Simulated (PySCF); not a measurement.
# C4H15FSi3 (SMILES FCCC([SiH3])([SiH3])C[SiH3]): what the fields show

Input file:

```
{"job": {"kind": "nmr", "xc": "PBE0", "basis": "pcSseg-1"}, "charge": 0, "multiplicity": 1}
F      0.756754     0.326644     2.604095
C      1.643179    -0.068450     1.628761
C      0.950502    -0.817604     0.496901
C      0.150891     0.036677    -0.495337
Si    -0.553902    -1.153643    -1.822780
Si     1.274072     1.315136    -1.383570
C     -0.970431     0.823188     0.203603
Si    -2.299201    -0.125579     1.186961
H      2.368241    -0.717380     2.133181
H      2.146040     0.836446     1.275096
H      0.296064    -1.565455     0.954000
H      1.732694    -1.354547    -0.046728
H      0.556854    -1.671167    -2.629041
H     -1.223645    -2.293608    -1.193136
H     -1.491731    -0.434036    -2.683324
H      1.612073     2.438225    -0.502674
H      2.514731     0.670031    -1.820801
H      0.556351     1.862206    -2.534994
H     -0.524424     1.550219     0.888146
H     -1.492706     1.417539    -0.553188
H     -1.741839    -0.987505     2.227189
H     -3.163817     0.879423     1.811018
H     -3.101502    -0.939776     0.266704
```

Command:

```sh
OMP_NUM_THREADS=1 python probes_run.py task.json out
```

Geometry: GFN2-xTB.

Theory: PBE0/pcSseg-1, SCF density, gas phase, non-relativistic (PySCF 2.14.0).

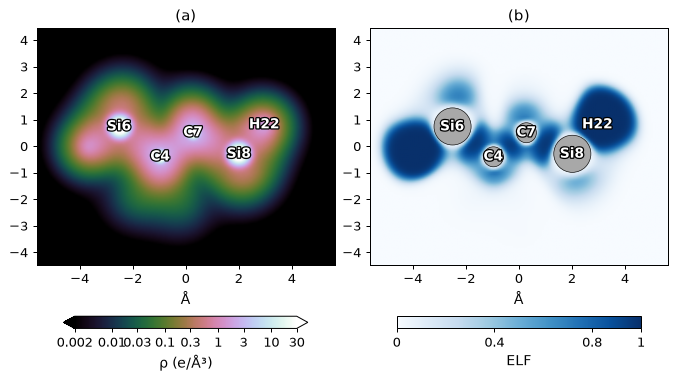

Figure 1. (a) electron density; (b) ELF on the plane of atoms C4, C7 and Si8. Grey discs cover the atomic cores in the ELF map.

**Interpret the plot.**

- The plane passes through C, Si and H nuclei.
- C–C (1.54 Å): ρ is about 1.5 e/Å³ halfway; the ELF peaks at about 0.95 between the atoms, as expected for localised, covalent bonding.
- C–Si (1.91 Å): the density is about 0.9 e/Å³ at the midpoint; the ELF peaks at about 0.95 between the atoms; localised, covalent bonding.
- Si–H (1.47 Å): the density is about 0.8 e/Å³ at the midpoint; the ELF climbs to about 1 towards the hydrogen, as it does in any bond to H.

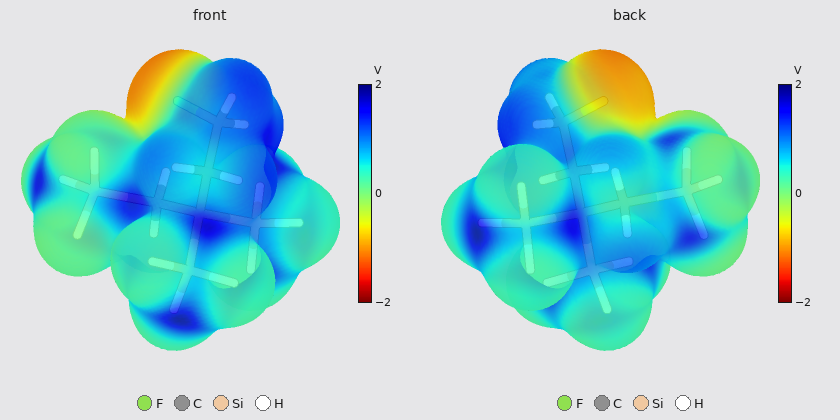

Figure 2. The molecular electrostatic potential painted on the density surface at 0.004 e/bohr³, seen from the front and from behind; red is negative and blue positive.

**Which sites attract a positive test charge, and which a negative one?**

A positive charge is drawn to the negative regions and a negative charge to the positive ones. The most negative region (about −1.1 V) lies over F1, the most positive (about +1.7 V) over Si5 and Si6.
